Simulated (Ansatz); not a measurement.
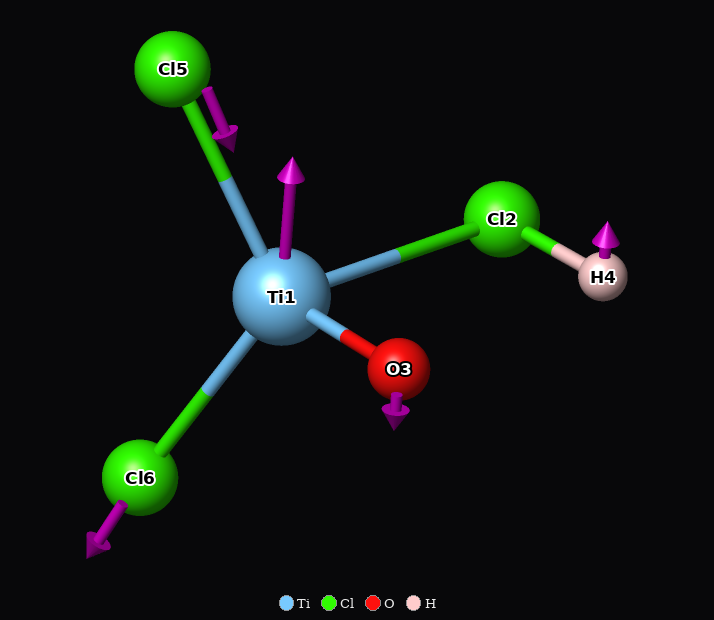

The arrows show one normal mode. The species is neutral and a spin singlet. Harmonic vibrations computed with RKS PBE0-D4/def2-TZVP (Ansatz 0.2.0) at a stationary point of the same level.

Question: At what wavenumber does it lie?

Answer: 505 cm⁻¹; it is mode 10 of 12 counted from the lowest.
